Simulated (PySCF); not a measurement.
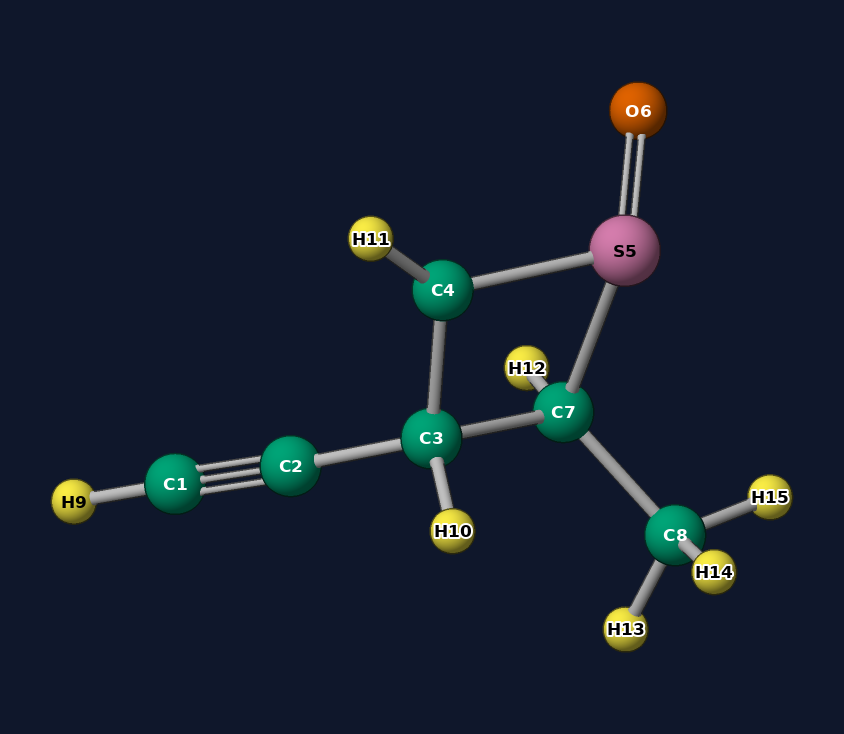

The questions are on Mulliken spin populations. Charge 0, doublet. The geometry was computed by an optimisation with GFN2-xTB. No frequency run is at hand to confirm it as a minimum. Method: UKS B3LYP, pcH-1 on C H O S, non-relativistic (PySCF 2.14.0).

### Which atom carries the largest spin population?

C4 (0.93 e).

### Which atom has the lowest spin population?

C3 (−0.06 e); a negative value comes from spin polarisation.

List the Mulliken spin populations.

```tsv
atom	value (e)
C1	0.00
C2	0.03
C3	−0.06
C4	0.93
S5	0.03
O6	0.03
C7	0.03
C8	0.01
H9	0.00
H10	0.04
H11	−0.03
H12	0.00
H13	0.00
H14	0.00
H15	0.00
```

Mulliken values depend strongly on the basis set.
